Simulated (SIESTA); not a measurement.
Band structure of GaSn3 (Fm-3m, 4 atoms in the cell).

```xyz
4
Lattice="0.0000 3.7060 3.7060 3.7060 0.0000 3.7060 3.7060 3.7060 0.0000" Properties=species:S:1:pos:R:3 pbc="T T T"
Ga     0.0000     0.0000     0.0000
Sn     1.8530     1.8530     1.8530
Sn     5.5589     5.5589     5.5589
Sn     3.7060     3.7060     3.7060
```

Method: LDA PW92, numerical atomic orbitals DZP, PseudoDojo LDA standard norm-conserving potentials (rewritten from UPF to PSML) run with SIESTA 5.4.2.

Settings: XC.functional = LDA; XC.authors = PW92; potentials = PseudoDojo LDA standard; PAO.BasisSize = DZP; PAO.EnergyShift = 0.01 Ry; MeshCutoff = 350 Ry; kgrid.MonkhorstPack = 9 9 9; OccupationFunction = FD; ElectronicTemperature = 1578.21 K; MaxSCFIterations = 150; SCF.Mixer.Method = Pulay; SCF.Mixer.Weight = 0.25; SCF.Mixer.History = 6; SCF.DM.Tolerance = 1.0E-04.

The starting cell comes from a database of computed structures (which also holds hypothetical and non-ambient phases and stackings), without a prior relaxation at this level. Values carry the incompleteness of an atom-centred basis.

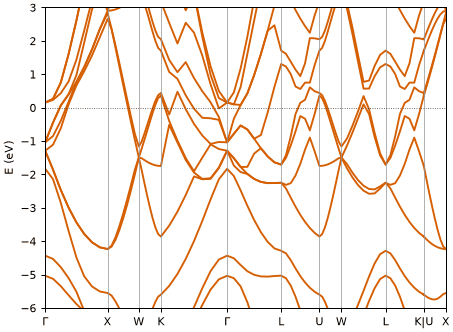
Fig. 1. Bands along the path, energies from the Fermi level.

Levels in eV from the Fermi level, bands 25 to 30:
```json
[
 {"point": "Γ", "25": "-1.29", "26": "-1.29", "27": "-1.29", "28": "-1.04", "29": "-1.04", "30": "-1.04"},
 {"point": "X", "25": "-4.24", "26": "-4.24", "27": "2.66", "28": "2.83", "29": "2.90", "30": "2.90"},
 {"point": "W", "25": "-1.50", "26": "-1.50", "27": "-1.50", "28": "-1.16", "29": "3.40", "30": "3.51"},
 {"point": "K", "25": "-3.86", "26": "-1.75", "27": "0.36", "28": "0.44", "29": "1.71", "30": "2.05"},
 {"point": "L", "25": "-2.25", "26": "-2.25", "27": "-1.71", "28": "-1.71", "29": "1.31", "30": "1.71"},
 {"point": "U", "25": "-3.86", "26": "-1.75", "27": "0.36", "28": "0.44", "29": "1.71", "30": "2.05"}
]
```

Bands cross the Fermi level along this path, so the cell is metallic at this level.

Higher empty bands are left out: an atom-centred basis made for the valence describes them poorly.
